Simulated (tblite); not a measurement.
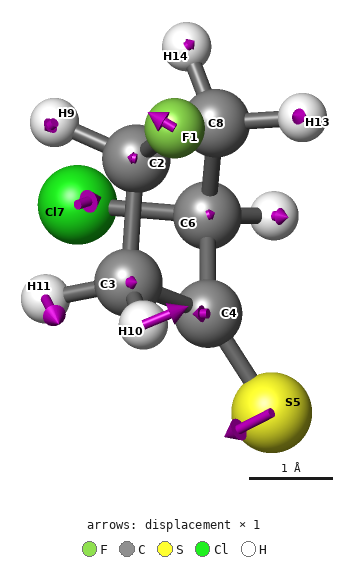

This is a relaxation of C₅H₆ClFS. The starting structure is drawn; purple arrows show the displacements, at their true length. The two geometries are superimposed by the best rigid fit.

Style: ball-and-stick. Shown from a free direction.

All numbers below come from GFN2-xTB geometry optimisation, gas phase in tblite 0.8.0. 

What did the optimiser do to the structure, and how much energy did it gain?

Answer. The atom that moves furthest after the best rigid fit is the S atom (0.79 Å). By element the largest moves are S 0.79 Å, H 0.72 Å, Cl 0.45 Å, F 0.39 Å, C 0.22 Å. Near-neighbour distances that change, for instance: C–S 1.440 → 1.615 Å, C–C 1.499 → 1.533 Å, C–Cl 1.779 → 1.808 Å, C–H 1.119 → 1.092 Å. Among the angles between lasting bonds that change: C–C–H 104.4° → 113.3°, H–C–H 113.9° → 107.0°, C–C–H 104.6° → 111.6°. Groups turn about C–C by about 35°, C–C by about 30°, C–C by about 25°. After 71 geometry steps the energy has fallen by 27.6 kcal/mol. The run took 0.71 s on 1 thread of Intel(R) Xeon(R) Processor @ 2.70GHz, with other jobs on the host.
